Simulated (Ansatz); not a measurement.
**Converging the k-point mesh: Zr (Im-3m, 1 atom in the cell)**

```
Zr
1.0
   -1.79980     1.79980     1.79980
    1.79980    -1.79980     1.79980
    1.79980     1.79980    -1.79980
Zr
1
Cartesian
  0.00000   0.00000   0.00000
```

Computed with LDA (PW92), PAW files made with PBE (plane waves; Ansatz, a program for electronic structure).

Base settings: basis.ecutwfc = 30.9 Ry; kpoints.mp_grid.grid = 13 13 13; hamiltonian.xc = lda; hamiltonian.pseudopotentials = {kind: paw} (the program's default PAW files); scf.occupations.method = fermi_dirac; scf.occupations.width = 0.0073 Ry.

The second cell is the first with its lattice scaled by 0.98.

Only quantities that move along the ladder and can be compared are tabulated.

The count of work is k-points × plane waves × bands × iterations; it is no time. 

The starting cell comes from a database of computed structures (which also holds hypothetical and non-ambient phases and stackings), without a prior relaxation at this level. Its lattice was rescaled by up to half a per cent. In the base run, with a pressure of about -8 GPa the cell is away from its equilibrium volume at this level. Ansatz's pressure includes its estimate of the finite-basis (Pulay) stress.

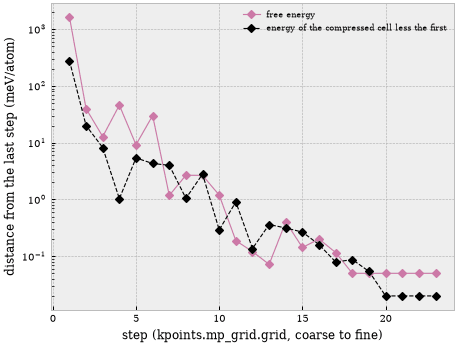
Figure: Distance from the last step along the ladder; very small values are drawn at a floor.

```tsv
kpoints.mp_grid.grid	free energy less the last step's (meV/atom)	energy of the compressed cell less the first (meV/atom)	pressure (GPa)	count of work / last
2 2 2	-1647.60	-328.54	-37.83	0.0016
3 3 3	-39.79	-69.65	-9.77	0.0021
4 4 4	-12.81	-41.44	-7.09	0.0042
5 5 5	-45.83	-48.63	-8.34	0.0053
6 6 6	9.21	-55.05	-8.68	0.0084
7 7 7	30.04	-45.35	-7.41	0.011
8 8 8	1.18	-45.66	-7.70	0.015
9 9 9	-2.67	-50.70	-8.23	0.018
10 10 10	-2.66	-52.45	-8.35	0.025
11 11 11	1.19	-49.36	-8.00	0.029
12 12 12	-0.19	-48.75	-8.01	0.038
13 13 13	-0.12	-49.79	-8.11	0.044
14 14 14	0.07	-50.02	-8.10	0.055
15 15 15	0.40	-49.34	-8.03	0.063
17 17 17	-0.14	-49.92	-8.11	0.087
18 18 18	0.20	-49.82	-8.08	0.10
20 20 20	-0.12	-49.58	-8.08	0.13
23 23 23	0.01	-49.57	-8.07	0.19
25 25 25	0.02	-49.71	-8.08	0.24
28 28 28	-0.01	-49.67	-8.08	0.33
31 31 31	0.00	-49.65	-8.08	0.43
34 34 34	0.00	-49.65	-8.08	0.56
38 38 38	0.00	-49.65	-8.08	0.76
42 42 42	0.00	-49.66	-8.08	1.0
```

Coarsest kpoints.mp_grid.grid that holds the free energy within 0.5 meV/atom of the last step, with all finer ones: 12 12 12, at 0.038 of the last step's count of work; the step before is off by 1.2 meV/atom.

Coarsest kpoints.mp_grid.grid that holds the energy of the compressed cell less the first within 0.5 meV/atom of the last step, with all finer ones: 13 13 13, at 0.044 of the last step's count of work; the step before is off by 0.90 meV/atom.

Coarsest kpoints.mp_grid.grid that holds the pressure within 0.2 GPa of the last step, with all finer ones: 11 11 11, at 0.029 of the last step's count of work; the step before is off by 0.27 GPa.

The energy difference between the two cells stays within 1 meV/atom of the last step's from 11 11 11 on, the total only from 12 12 12 on: much of the error is common to both cells and cancels.

Two neighbours can agree and both be off: 9 9 9 and 10 10 10 differ by 0.01 meV/atom in the free energy, yet lie about 2.7 meV/atom from the last step.

Keys are those of Ansatz 0.2.
